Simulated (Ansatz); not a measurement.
**Fields on a plane of SnS (rock salt)**

```xyz
2
Lattice="0.0000 2.8467 2.8467 2.8467 0.0000 2.8467 2.8467 2.8467 0.0000" Properties=species:S:1:pos:R:3 pbc="T T T"
Sn     2.8467     2.8467     2.8467
S      0.0000     0.0000     0.0000
```

The slice is a {100} plane (indices of the conventional cell) through the point (0.500, 0.500, 0.500) (fractional), spanned by u = [100] and v = [0 1 -1] in vectors of this cell: u (4.03 Å) and v (4.03 Å, at 90° to u). It covers one period; positions are fractions (u, v).

Atoms on it: Sn at (0.00, 0.00); S at (0.50, 0.50).

Level of theory: LDA (plane waves to 420 eV, PAW, scalar-relativistic; Ansatz, a first-principles code). k mesh 10×10×10. Inside the PAW spheres the values are not all-electron values, and peaks at nuclei hang on which shells count as valence. SnS was relaxed with its symmetry unable to fall. This is one of several known forms of SnS; the measured ambient cells at hand have space group No. 62.

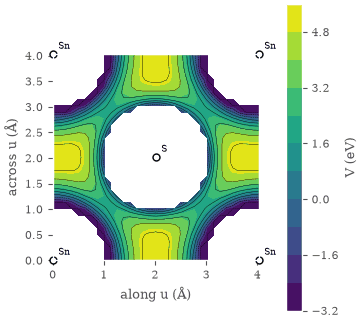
Fig. 1. Electrostatic potential energy of an electron, from the cell's mean, in eV, one period of the plane, atoms marked. Points within 1 Å of a nucleus are left white, as the pseudised field means little there. Values under -3 eV are set to -3. The zero, the cell's mean, hangs on the PAW cores.

```
|xxxx .----::.       .::----. xxx|
|xxxx :----::.       .::----: xxx|
|xxx .:---:::.........:::---:. xx|
|   .:----:::::::::::::::----:.  |
|..::----::::--=====--::::----::.|
|-------::---=+*****+=---::------|
|------::--=+*##%%%##*+=--::-----|
|-----::--=*#%%@@@@@%%#*=--::----|
|---:::--=*#%@@@@@@@@@%#*=--:::--|
|::::::-=*#%@@@@@@@@@@@%#*=-:::::|
|::::::-+#%@@@@@@@@@@@@@%#+-:::::|
|....:-=*%@@@@@%###%@@@@@%*=-:...|
|   .:-+#%@@@@%xxxxx%@@@@%#+-:.  |
|   .:=*#@@@@%xxxxxxx%@@@@#*=:.  |
|   .:=*%@@@@#xxxxxxx#@@@@%*=:.  |
|   .:=*%@@@@#xxxxxxx#@@@@%*=:.  |
|   .:=*%@@@@#xxxxxxx#@@@@%*=:.  |
|   .:=*#@@@@%xxxxxxx%@@@@#*=:.  |
|   .:-+#%@@@@%xxxxx%@@@@%#+-:.  |
|....:-=*%@@@@@%###%@@@@@%*=-:...|
|::::::-+#%@@@@@@@@@@@@@%#+-:::::|
|::::::-=*#%@@@@@@@@@@@%#*=-:::::|
|---:::--=*#%@@@@@@@@@%#*=--:::--|
|-----::--=*#%%@@@@@%%#*=--::----|
|------::--=+*##%%%##*+=--::-----|
|-------::---=+*****+=---::------|
|..::----::::--=====--::::----::.|
|   .:----:::::::::::::::----:.  |
|xxx .:---:::.........:::---:. xx|
|xxxx :----::.       .::----: xxx|
|xxxx .----::.       .::----. xxx|
|xxxx .----::.       .::----. xxx|
```
Scale: ten equal steps from 0.07 (start of ' ') to 0.86 (end of '@'), in the order ' .:-=+*#%@'. Values: electron localisation function (ELF). The map has 32 points along u (one character each, u = 0 at the left) and 32 along v (v = 0 in the bottom row). Points within 0.5 Å of a nucleus are blanked (x), as the pseudised field means little there.
